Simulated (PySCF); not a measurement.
**C$_{2}$H$_{10}$F$_{2}$Si$_{3}$ (SMILES FC[SiH2][C@H](F)[SiH2][SiH3]): density, localisation and related maps**

```yaml
atoms:
  - { symbol: F, position_ang: [4.3288, -0.2891, 0.0433] }
  - { symbol: C, position_ang: [3.1124, 0.3520, 0.1815] }
  - { symbol: Si, position_ang: [1.7057, -0.7586, -0.4979] }
  - { symbol: C, position_ang: [0.0823, 0.2291, -0.2684] }
  - { symbol: F, position_ang: [0.0242, 0.6312, 1.0798] }
  - { symbol: Si, position_ang: [-1.5772, -0.6579, -0.6762] }
  - { symbol: Si, position_ang: [-3.3321, 0.6033, 0.1502] }
  - { symbol: H, position_ang: [3.2063, 1.3005, -0.3551] }
  - { symbol: H, position_ang: [2.9982, 0.5706, 1.2464] }
  - { symbol: H, position_ang: [1.6597, -1.9929, 0.2847] }
  - { symbol: H, position_ang: [1.9080, -1.0036, -1.9262] }
  - { symbol: H, position_ang: [0.1334, 1.1701, -0.8288] }
  - { symbol: H, position_ang: [-1.4665, -2.0049, -0.1020] }
  - { symbol: H, position_ang: [-1.5224, -0.8328, -2.1344] }
  - { symbol: H, position_ang: [-3.7607, 0.1649, 1.4807] }
  - { symbol: H, position_ang: [-3.0046, 2.0292, 0.2498] }
  - { symbol: H, position_ang: [-4.5025, 0.5009, -0.7288] }
```

Geometry: GFN2-xTB.

Level of theory: PBE0/def2-SVPD, SCF density, gas phase in PySCF.

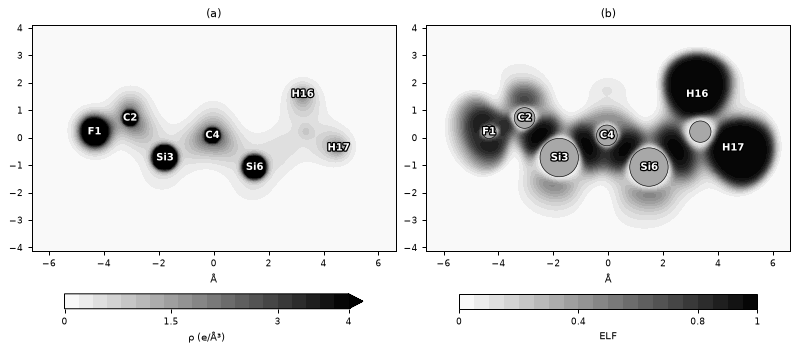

Figure 1. (a) electron density; (b) ELF on the plane of atoms F1, C2 and Si3. Grey discs cover the atomic cores in the ELF map.

Read the bonding off the picture.

The plane passes through F, C, Si and H nuclei. C–F (1.38 Å): ρ at the midpoint is about 2 e/Å³, with its minimum of 1.5 e/Å³ about 0.5 Å from C; the ELF peaks at about 0.85 between the atoms: a polar covalent bond. C–Si (1.91 Å): the density is about 0.92 e/Å³ at the midpoint; the ELF peaks at about 1 between the atoms; a covalent bond. The ELF also peaks beside F1, away from the bonds: lone-pair regions.

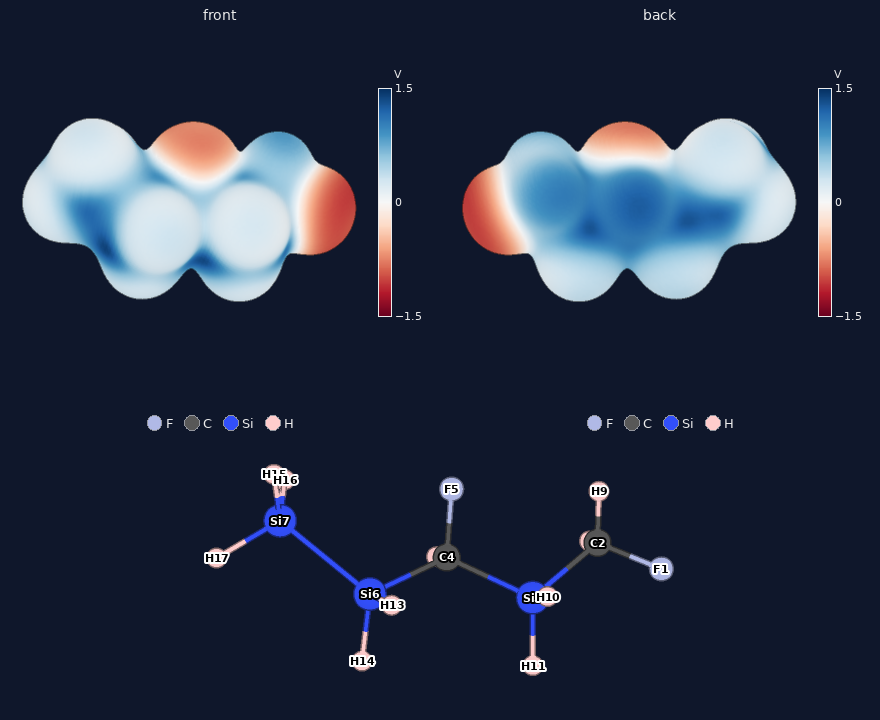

Figure 2. The electrostatic potential painted on the density surface at 0.002 e/bohr³, seen from the front and from behind; the colour scale runs from red (negative) to blue (positive). The bare structure is drawn below in the same view.

Which sites attract a positive test charge, and which a negative one?

A positive charge is drawn to the negative regions and a negative charge to the positive ones. The most negative region (about −1.0 V) lies over F1, the most positive (about +1.3 V) over Si3 and Si6.

What dipole moment does the calculation give?

Its dipole moment is 2.05 D.
